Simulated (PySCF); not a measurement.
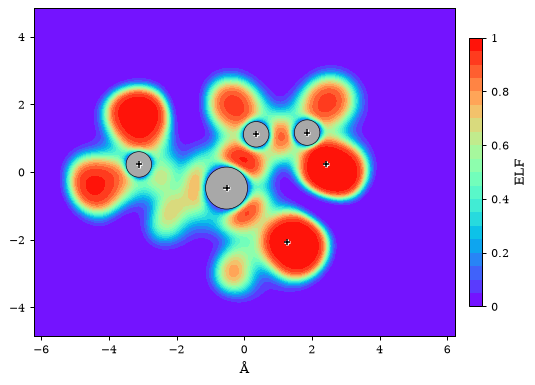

The electron localisation function on a plane through atoms (crosses mark nuclei in the plane; grey discs cover the cores).

Level of theory: PBE0/pcSseg-1, SCF density, gas phase, non-relativistic in PySCF.

Candidates:
A. C₇H₁₇NP (SMILES CN(C)[P+](C)(C)C1CC1) (charge +1)
B. C₄H₈N₂Si (SMILES Cc1cnn([SiH3])c1)
C. C₂H₄ClN₃Si (SMILES [SiH3]n1ncc(Cl)n1)

Question: Which system is this?

Answer: Candidate A: C₇H₁₇NP on the plane of atoms C7, C9 and H25, which holds C, P and H. C–C (1.51 Å): the ELF peaks at about 0.85 between the atoms: a shared electron pair. C–P (1.81 Å): the ELF peaks at about 0.95 between the atoms; localised, covalent bonding.
